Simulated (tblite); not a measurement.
**Run report: C6H12Si, geometry relaxation**

- system: C6H12Si, SMILES CC(C)C1=C[SiH2]C1
- method: GFN2-xTB geometry optimisation, gas phase (tblite 0.8.0)

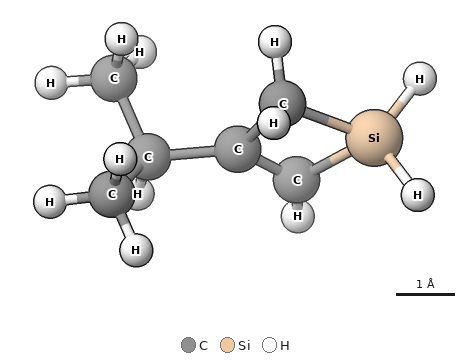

Fig. 1: The input geometry (ball-and-stick view, seen at a tilt).

Input
```
{"job": {"kind": "relax", "xc": "GFN2-xTB", "basis": "xTB"}, "charge": 0, "multiplicity": 1}
C     -1.421000    -1.551200     0.397100
C     -1.130600    -0.253800    -0.365300
C     -1.913300     0.908800     0.212500
C      0.427000     0.066200    -0.288400
C      1.352500     0.166600    -1.259600
Si     2.794400     0.541700    -0.169200
C      1.318600     0.336000     0.966900
H     -1.168800    -1.458100     1.464500
H     -2.487600    -1.804000     0.324900
H     -0.858500    -2.386100    -0.009200
H     -1.401000    -0.395500    -1.411300
H     -3.002100     0.721400     0.131700
H     -1.691000     1.089100     1.274600
H     -1.695400     1.834600    -0.340000
H      1.270900     0.078300    -2.344600
H      3.804900    -0.547300    -0.111400
H      3.312300     1.932900    -0.310500
H      1.065300     1.228200     1.539600
H      1.413600    -0.498400     1.678700
```

The first line tells a small driver script what to run in tblite; the rest is the geometry in Å.

Run on 1 CPU thread, shared host.

Run as:
```bash
OMP_NUM_THREADS=1 python <driver script> task.json out
```

Log
```
step      E/eV     max force
  0    -561.26302    2.343
  1    -561.38728    0.828
  2    -561.42883    0.607
  3    -561.46673    0.556
  4    -561.52220    0.728
  5    -561.55879    0.484
  6    -561.58484    0.471
  7    -561.59776    0.318
  8    -561.60383    0.214
  9    -561.60664    0.139
 10    -561.60824    0.075
 11    -561.60939    0.077
 12    -561.61022    0.066
 13    -561.61091    0.066
 14    -561.61168    0.069
 15    -561.61264    0.077
 16    -561.61370    0.095
 17    -561.61467    0.095
 18    -561.61548    0.061
 19    -561.61623    0.059
 20    -561.61690    0.051
 21    -561.61746    0.052
 22    -561.61791    0.051
 23    -561.61831    0.042
 24    -561.61869    0.044
 25    -561.61903    0.037
 26    -561.61928    0.033
 27    -561.61944    0.031
 28    -561.61955    0.027
 29    -561.61963    0.022
 30    -561.61969    0.020
 31    -561.61973    0.011
 32    -561.61975    0.008
```

Trajectory as extended XYZ (Å, eV, eV/Å), 6 of the 33 frames kept, from step=0 to step=32
```
19
Properties=species:S:1:pos:R:3:forces:R:3 step=0 energy=-561.26302
C    -1.4210   -1.5512    0.3971   -0.2130   0.0220   0.3300
C    -1.1306   -0.2538   -0.3653    2.2500   0.1260   0.6420
C    -1.9133    0.9088    0.2125   -0.5970   0.5520   0.1280
C     0.4270    0.0662   -0.2884   -0.6320  -0.2000   0.3450
C     1.3525    0.1666   -1.2596   -0.7900  -0.1650  -0.9660
Si    2.7944    0.5417   -0.1692    1.4190   0.2980  -0.3820
C     1.3186    0.3360    0.9669   -1.1420  -0.4090   0.3890
H    -1.1688   -1.4581    1.4645   -0.0630   0.0650  -0.4000
H    -2.4876   -1.8040    0.3249    0.2580   0.1340   0.0180
H    -0.8585   -2.3861   -0.0092    0.1040   0.0080  -0.0740
H    -1.4010   -0.3955   -1.4113    0.1420   0.0600  -0.1320
H    -3.0021    0.7214    0.1317    0.5320   0.0470   0.0240
H    -1.6910    1.0891    1.2746    0.0470  -0.1830  -0.3830
H    -1.6954    1.8346   -0.3400   -0.0440  -0.2870   0.1740
H     1.2709    0.0783   -2.3446   -0.4140  -0.0800   0.3920
H     3.8049   -0.5473   -0.1114   -0.1440   0.4350   0.0580
H     3.3123    1.9329   -0.3105    0.0050  -0.5020   0.1370
H     1.0653    1.2282    1.5396   -0.3230  -0.1250  -0.0380
H     1.4136   -0.4984    1.6787   -0.3940   0.2060  -0.2610
19
Properties=species:S:1:pos:R:3:forces:R:3 step=6 energy=-561.58484
C    -1.3864   -1.5354    0.4035   -0.0570  -0.0960   0.1560
C    -1.0344   -0.2393   -0.3199   -0.0260  -0.0230  -0.1220
C    -1.8781    0.9128    0.2139   -0.1470   0.1740   0.1420
C     0.4309    0.0550   -0.2689   -0.0470   0.0980  -0.0880
C     1.2991    0.1633   -1.2868   -0.0490  -0.0680  -0.0710
Si    2.7803    0.5360   -0.2171    0.2190   0.0660   0.2190
C     1.2678    0.3242    0.9579    0.0720  -0.0180   0.1140
H    -1.1629   -1.4497    1.4615    0.1010  -0.0370   0.1170
H    -2.4495   -1.7487    0.3093   -0.0240   0.0460  -0.0520
H    -0.8398   -2.3781   -0.0125    0.0920   0.0220   0.0210
H    -1.2969   -0.3683   -1.3647   -0.0490  -0.0690  -0.4630
H    -2.9403    0.6919    0.1166    0.0210  -0.1030  -0.0290
H    -1.6738    1.0784    1.2652    0.0790   0.0760   0.1470
H    -1.6905    1.8341   -0.3329    0.1420  -0.0030   0.0010
H     1.1289    0.0459   -2.3408   -0.2280  -0.0500  -0.1170
H     3.8212   -0.4843   -0.0971    0.0130   0.0100   0.0020
H     3.3489    1.8807   -0.2848    0.0290   0.0130   0.0100
H     0.9616    1.2004    1.5243   -0.0960   0.0530  -0.0180
H     1.3040   -0.5097    1.6540   -0.0450  -0.0910   0.0320
19
Properties=species:S:1:pos:R:3:forces:R:3 step=13 energy=-561.61091
C    -1.3795   -1.5310    0.4076    0.0060  -0.0400   0.0130
C    -1.0359   -0.2384   -0.3370   -0.0160  -0.0170   0.0110
C    -1.8726    0.9161    0.2192   -0.0070   0.0350   0.0040
C     0.4277    0.0607   -0.2783   -0.0080  -0.0070   0.0120
C     1.2985    0.1579   -1.2935   -0.0330  -0.0020  -0.0030
Si    2.7816    0.5378   -0.2038    0.0090   0.0020   0.0110
C     1.2556    0.3209    0.9599    0.0400   0.0090   0.0080
H    -1.1464   -1.4498    1.4669    0.0210   0.0620  -0.0030
H    -2.4430   -1.7406    0.3072    0.0120  -0.0200   0.0090
H    -0.8229   -2.3701   -0.0019    0.0350  -0.0180  -0.0230
H    -1.2943   -0.3730   -1.3948   -0.0380  -0.0030  -0.0100
H    -2.9312    0.6825    0.1182    0.0070   0.0350   0.0050
H    -1.6592    1.0846    1.2723    0.0400  -0.0420   0.0030
H    -1.6669    1.8351   -0.3242    0.0140   0.0230  -0.0190
H     1.0743    0.0350   -2.3411    0.0210  -0.0020  -0.0340
H     3.8303   -0.4784   -0.0914   -0.0300   0.0200   0.0140
H     3.3604    1.8814   -0.2762   -0.0220  -0.0290   0.0220
H     0.9344    1.1983    1.5195   -0.0250  -0.0080  -0.0060
H     1.2792   -0.5199    1.6521   -0.0280   0.0010  -0.0130
19
Properties=species:S:1:pos:R:3:forces:R:3 step=19 energy=-561.61623
C    -1.3686   -1.5343    0.4066    0.0020   0.0360   0.0020
C    -1.0451   -0.2423   -0.3497   -0.0450  -0.0040   0.0120
C    -1.8632    0.9217    0.2180    0.0110  -0.0220   0.0080
C     0.4185    0.0575   -0.2865   -0.0200  -0.0030  -0.0540
C     1.2923    0.1561   -1.2981    0.0150   0.0010  -0.0310
Si    2.7716    0.5362   -0.2007   -0.0340  -0.0090   0.0120
C     1.2411    0.3185    0.9562   -0.0080  -0.0060  -0.0160
H    -1.1244   -1.4186    1.4607   -0.0060  -0.0470  -0.0080
H    -2.4304   -1.7618    0.3193    0.0480  -0.0130   0.0150
H    -0.7977   -2.3687    0.0008   -0.0210   0.0430   0.0350
H    -1.3227   -0.3788   -1.4034    0.0500   0.0120   0.0170
H    -2.9278    0.7105    0.1279    0.0290   0.0200   0.0050
H    -1.6282    1.0663    1.2703   -0.0090   0.0280  -0.0070
H    -1.6439    1.8421   -0.3213    0.0020  -0.0300   0.0300
H     1.0699    0.0317   -2.3467    0.0390   0.0050  -0.0100
H     3.8216   -0.4748   -0.0775   -0.0120  -0.0120   0.0080
H     3.3526    1.8773   -0.2576   -0.0150   0.0110   0.0060
H     0.9151    1.1943    1.5158   -0.0130  -0.0100  -0.0150
H     1.2593   -0.5237    1.6467   -0.0120   0.0000  -0.0070
19
Properties=species:S:1:pos:R:3:forces:R:3 step=26 energy=-561.61928
C    -1.3604   -1.5323    0.4113    0.0090  -0.0020   0.0000
C    -1.0508   -0.2431   -0.3541    0.0010   0.0020   0.0030
C    -1.8552    0.9251    0.2219    0.0110   0.0020   0.0050
C     0.4128    0.0549   -0.3031    0.0020   0.0070  -0.0150
C     1.2927    0.1554   -1.3095    0.0200  -0.0010  -0.0070
Si    2.7612    0.5345   -0.1963    0.0010  -0.0030  -0.0290
C     1.2262    0.3143    0.9452   -0.0230  -0.0040   0.0080
H    -1.1123   -1.4155    1.4638   -0.0040   0.0040   0.0080
H    -2.4173   -1.7788    0.3326    0.0020   0.0110  -0.0090
H    -0.7795   -2.3598    0.0096   -0.0010  -0.0130  -0.0060
H    -1.3292   -0.3795   -1.4071   -0.0220  -0.0070   0.0230
H    -2.9228    0.7315    0.1378    0.0100  -0.0070  -0.0090
H    -1.6133    1.0665    1.2726   -0.0040   0.0030   0.0140
H    -1.6246    1.8443   -0.3126   -0.0080   0.0060  -0.0070
H     1.0871    0.0325   -2.3619    0.0050   0.0040   0.0130
H     3.8070   -0.4779   -0.0650    0.0120  -0.0210   0.0060
H     3.3367    1.8770   -0.2428    0.0030   0.0260   0.0010
H     0.8940    1.1875    1.5035   -0.0140   0.0220  -0.0030
H     1.2379   -0.5273    1.6350   -0.0030  -0.0280   0.0040
19
Properties=species:S:1:pos:R:3:forces:R:3 step=32 energy=-561.61975
C    -1.3575   -1.5324    0.4127   -0.0010   0.0010   0.0020
C    -1.0503   -0.2430   -0.3533    0.0070   0.0020  -0.0020
C    -1.8524    0.9264    0.2238   -0.0010  -0.0010   0.0020
C     0.4133    0.0550   -0.3073    0.0040  -0.0010  -0.0010
C     1.2954    0.1551   -1.3118    0.0040   0.0020  -0.0020
Si    2.7619    0.5345   -0.1966   -0.0030   0.0000   0.0010
C     1.2234    0.3135    0.9432   -0.0030  -0.0010  -0.0040
H    -1.1115   -1.4156    1.4656    0.0030   0.0020   0.0060
H    -2.4143   -1.7780    0.3324   -0.0070   0.0020  -0.0040
H    -0.7772   -2.3604    0.0106    0.0000   0.0000   0.0000
H    -1.3364   -0.3814   -1.4034   -0.0050   0.0000   0.0000
H    -2.9195    0.7323    0.1379   -0.0060  -0.0050  -0.0020
H    -1.6128    1.0683    1.2752    0.0030   0.0000   0.0030
H    -1.6229    1.8455   -0.3115    0.0010  -0.0010   0.0000
H     1.0917    0.0336   -2.3643    0.0020   0.0000  -0.0010
H     3.8056   -0.4818   -0.0621   -0.0010   0.0070   0.0010
H     3.3334    1.8806   -0.2406    0.0000  -0.0070   0.0000
H     0.8877    1.1877    1.4991    0.0030  -0.0040   0.0000
H     1.2324   -0.5306    1.6312    0.0000   0.0050  -0.0010
```

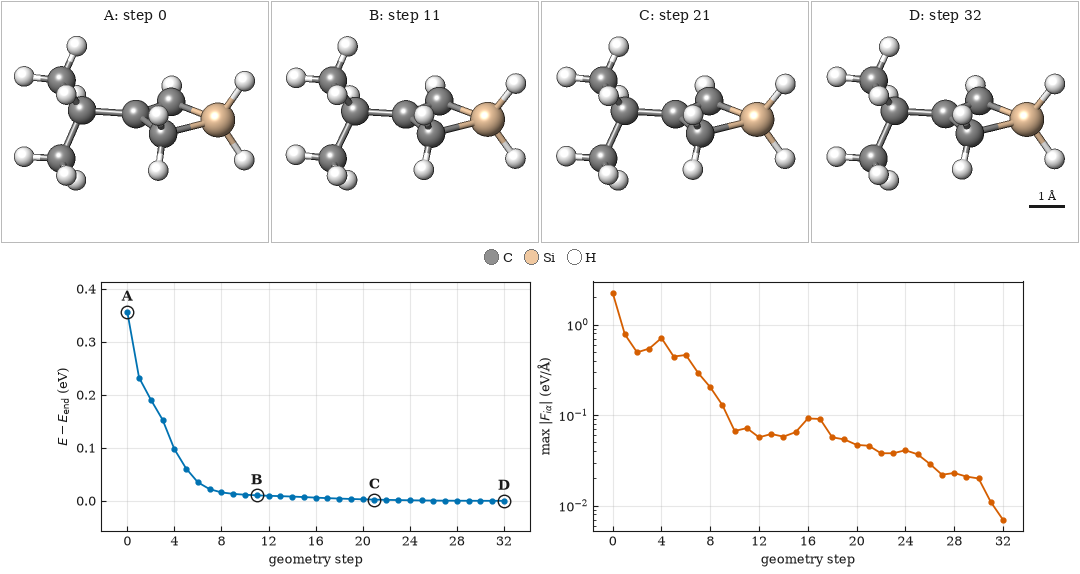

Fig. 2: Frames of the relaxation (ball-and-stick view, seen at a tilt) above the curves, on which the letters mark them (steps are counted from 0).

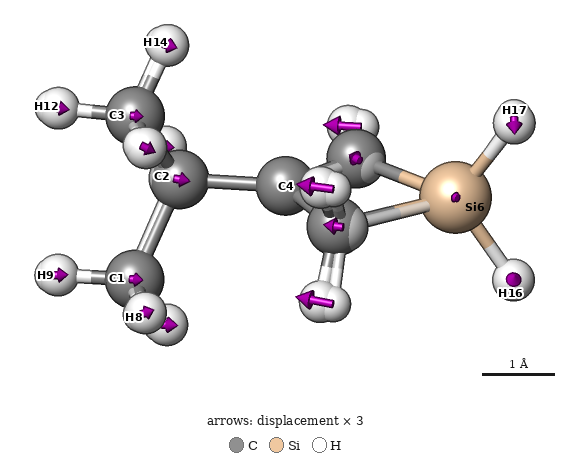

Fig. 3: Start (faint) and end (solid) with the displacements as pink arrows, magnified 3 times (ball-and-stick view, seen at a tilt). The two geometries are laid on each other by the best rigid fit. After 32 geometry steps the energy has fallen by 0.357 eV. The largest force component goes from 2.2 to 0.007 eV/Å. The largest moves after the best rigid fit, 0.19 Å, are those of H15, H18 and H19. Largest moves by element: H 0.19 Å, C 0.10 Å, Si 0.04 Å. Among the contacts that change: C2–C4 1.592 → 1.494 Å, Si6–C7 1.874 → 1.927 Å, C4–C7 1.563 → 1.512 Å, C5–Si6 1.846 → 1.881 Å. Among the angles that change: Si6–C5–H15 131.4° → 138.4°, H16–Si6–H17 116.8° → 111.3°, C5–C4–C7 100.0° → 104.7°. (Atoms are counted from 1 in the order of the input.)

Key numbers

| quantity | value |
| --- | --- |
| outcome | converged |
| total energy | −561.6198 eV |
| peak memory | 0.18 GiB |
